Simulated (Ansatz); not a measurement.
System: CH3F2InS.

Input file:

```
crystal:
  periodic: [false, false, false]
  atoms:
    - symbol: C
      position_ang: [0.745727, -0.000561, -1.753453]
    - symbol: F
      position_ang: [0.624698, -0.869354, 1.518079]
    - symbol: F
      position_ang: [-1.484622, 1.401355, 2.611987]
    - symbol: In
      position_ang: [-0.514485, 0.670070, 1.096349]
    - symbol: S
      position_ang: [-0.437630, 1.283011, -1.180396]
    - symbol: H
      position_ang: [1.623423, 0.503443, -2.178985]
    - symbol: H
      position_ang: [0.253300, -0.602171, -2.528681]
    - symbol: H
      position_ang: [1.066144, -0.656762, -0.933464]
basis:
  gaussian: {orbitals: def2-TZVPD}
hamiltonian: {xc: {name: PBE0}}
output: {forces: true, orbitals: {seedname: orbitals}}
```

Launched as:

```sh
ansatz run input.yaml --threads 2 --pin off --max-ram 5220MiB --events-out events.jsonl --progress --plain --runs-dir runs
```

Geometry: PBE0-D4/def2-SVP; core potentials replace the inner electrons of In.

Level of theory: Ansatz 0.2.0, isolated molecule in a Gaussian basis; Kohn-Sham density functional theory, functional PBE0.

Q: Predict the electron density and electron localisation function between the atoms.

A: C–S (1.84 Å): ρ is about 1.2 e/Å³ halfway; the ELF peaks at about 0.90 between the atoms (a covalent bond).
In–F (1.94 Å): ρ at the midpoint is about 0.81 e/Å³; the ELF peaks at about 0.80 in the valence shell of F, 0.5 Å from its nucleus, and drops to about 0.15 between the two atoms.
In–S (2.36 Å): ρ at the midpoint is about 0.6 e/Å³; the ELF peaks at about 0.85 in the valence shell of S, 0.9 Å from its nucleus, and drops to about 0.20 between the two atoms.
C–H (1.10 Å): the density is about 2 e/Å³ at the midpoint; the ELF climbs to about 1 towards the hydrogen, as it does in any bond to H; a covalent bond by its length.

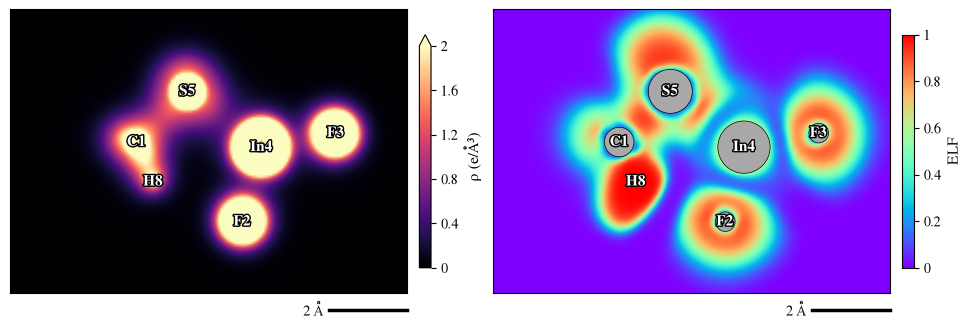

Computed electron density and electron localisation function on the plane of atoms F3, In4 and S5, in this order. Grey discs cover the atomic cores in the ELF map. 
